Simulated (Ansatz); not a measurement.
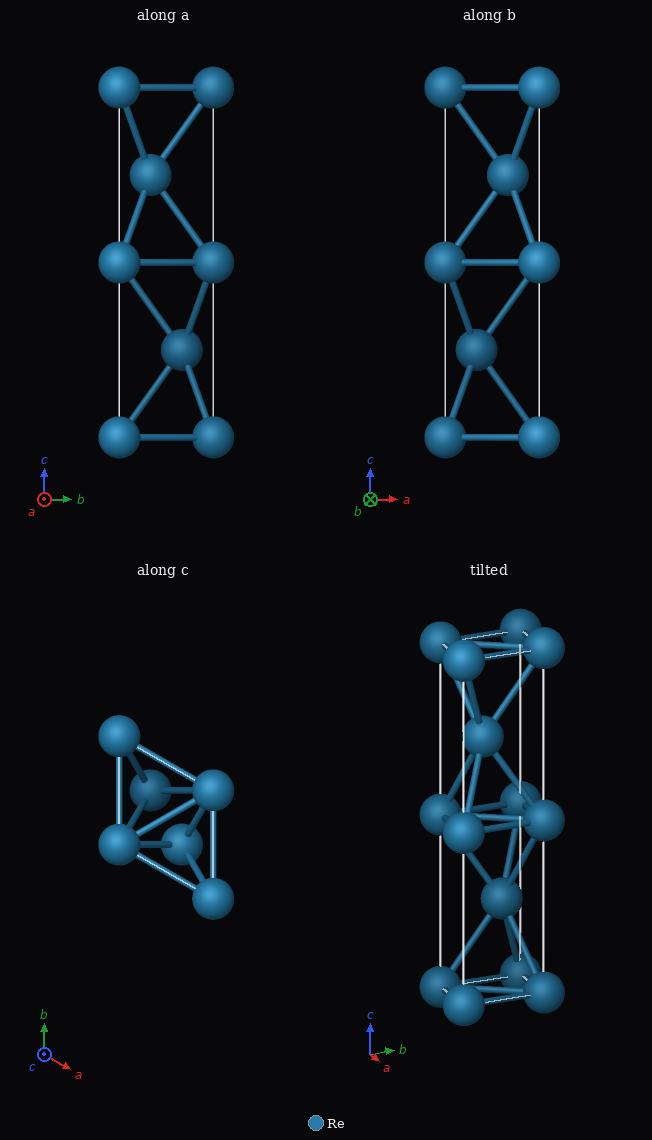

Ball-and-stick representation of a periodic structure, projected along the a axis, along the b axis, along the c axis and slightly off an axis. The wireframe shows the conventional unit cell.

Lattice parameters: a = 2.6849 Å, b = 2.6849 Å, c = 8.6609 Å, α = 90.000°, β = 90.000°, γ = 120.000°.

Q: Set out the cell and atoms as a CIF in P1 with every atom of the cell.

A:
```cif
data_structure
_symmetry_space_group_name_H-M 'P 1'
_symmetry_Int_Tables_number 1
_cell_length_a 2.6849
_cell_length_b 2.6849
_cell_length_c 8.6609
_cell_angle_alpha 90.000
_cell_angle_beta 90.000
_cell_angle_gamma 120.000
_cell_volume 54.07
loop_
_atom_site_label
_atom_site_type_symbol
_atom_site_fract_x
_atom_site_fract_y
_atom_site_fract_z
_atom_site_occupancy
Re1 Re 0.0000 0.0000 0.0000 1
Re2 Re 0.0000 0.0000 0.5000 1
Re3 Re 0.3333 0.6667 0.2500 1
Re4 Re 0.6667 0.3333 0.7500 1
```

The cell started as a structure type filled with this element by a generator (whether the element takes this form wasn't checked). Earlier steps of the study may have refined or changed the cell and positions. It was run through Ansatz as a DFT input.

At this level of theory the cell isn't at rest (compressed, at 39 GPa), so its distances can differ from those at equilibrium, the more so the softer the solid.
